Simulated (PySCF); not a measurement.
C5H17NSi2

```tsv
atom	x (Å)	y (Å)	z (Å)
C	0.1898	2.3810	1.0774
Si	0.6682	0.5901	0.6669
N	1.7864	0.6810	-0.6583
Si	2.6404	-0.5525	-1.5208
C	-0.8777	-0.4670	0.2356
C	-0.4887	-1.9408	0.1284
C	-1.4824	-0.0225	-1.0973
C	-1.9360	-0.3232	1.3314
H	-0.3639	2.8508	0.2700
H	-0.4247	2.4243	1.9694
H	1.0744	2.9811	1.2629
H	1.3549	-0.0287	1.8137
H	1.9050	1.6076	-1.0341
H	2.9693	-1.6083	-0.5675
H	3.8331	0.0935	-2.0726
H	1.8346	-1.1016	-2.6221
H	-1.3583	-2.5499	-0.1201
H	-0.0789	-2.3013	1.0694
H	0.2625	-2.0841	-0.6449
H	-1.7921	1.0199	-1.0554
H	-2.3585	-0.6238	-1.3419
H	-0.7574	-0.1345	-1.9007
H	-1.5326	-0.6160	2.2985
H	-2.7970	-0.9563	1.1167
H	-2.2815	0.7053	1.4046
```

Geometry: GFN2-xTB.

Method: PBE0/pcSseg-1, SCF density, gas phase, non-relativistic (PySCF 2.14.0).

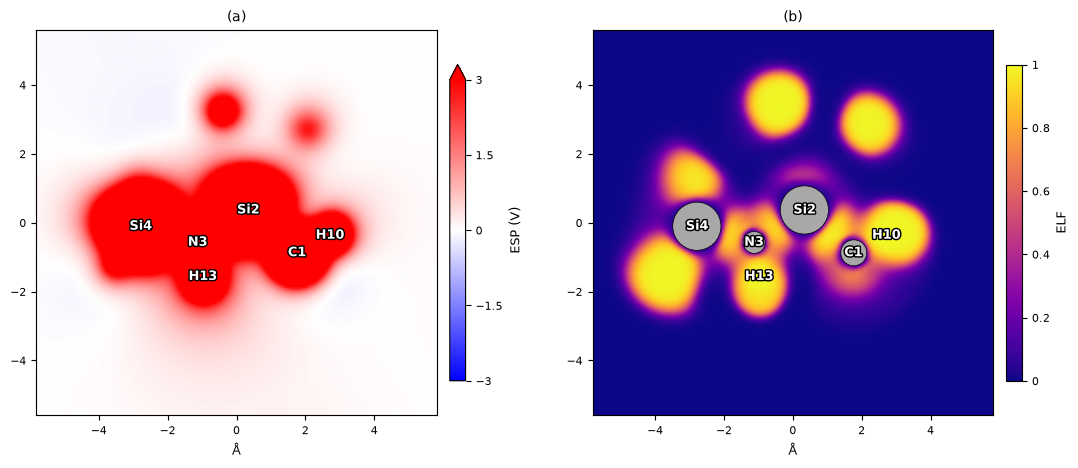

Figure 1. (a) electrostatic potential; (b) ELF on the plane of atoms Si2, N3 and Si4. Grey discs cover the atomic cores in the ELF map.

Interpret the plot.

The plane passes through C, Si, N and H nuclei.
Si–N (1.73 Å): the ELF peaks at about 0.90 between the atoms, as expected for a polar covalent bond.
C–Si (1.90 Å): the ELF peaks at about 0.95 between the atoms; a covalent bond.
N–H (1.01 Å): the ELF climbs to about 1 towards the hydrogen, as it does in any bond to H (a covalent bond by its length).
C–H (1.08 Å): the ELF climbs to about 1 towards the hydrogen; an ordinary covalent bond to hydrogen.
The potential has no marked negative region in this plane.

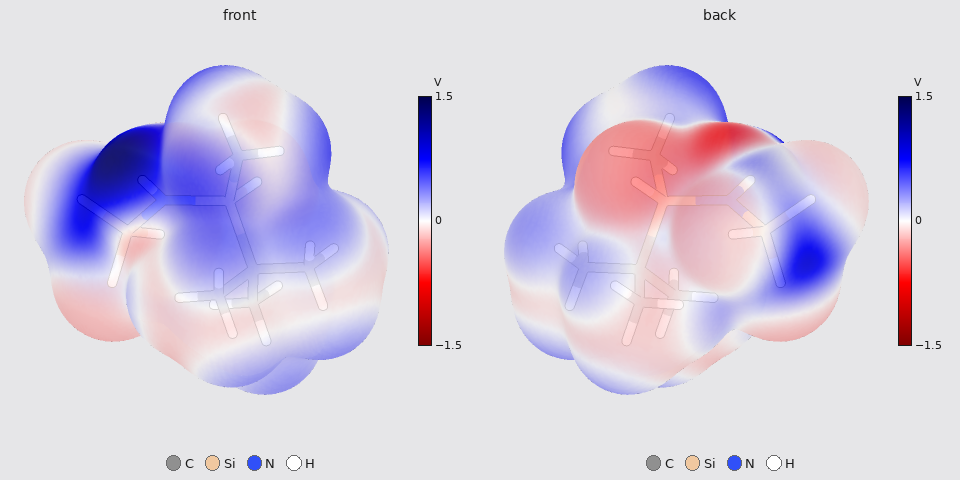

Figure 2. The electrostatic potential painted on the density surface at 0.001 e/bohr³, seen from the front and from behind; the colour scale runs from red (negative) to blue (positive).

Which sites attract a positive test charge, and which a negative one?

A positive charge is drawn to the negative regions and a negative charge to the positive ones. The most negative region (about −0.6 V) lies over N3, the most positive (about +1.3 V) over H13.
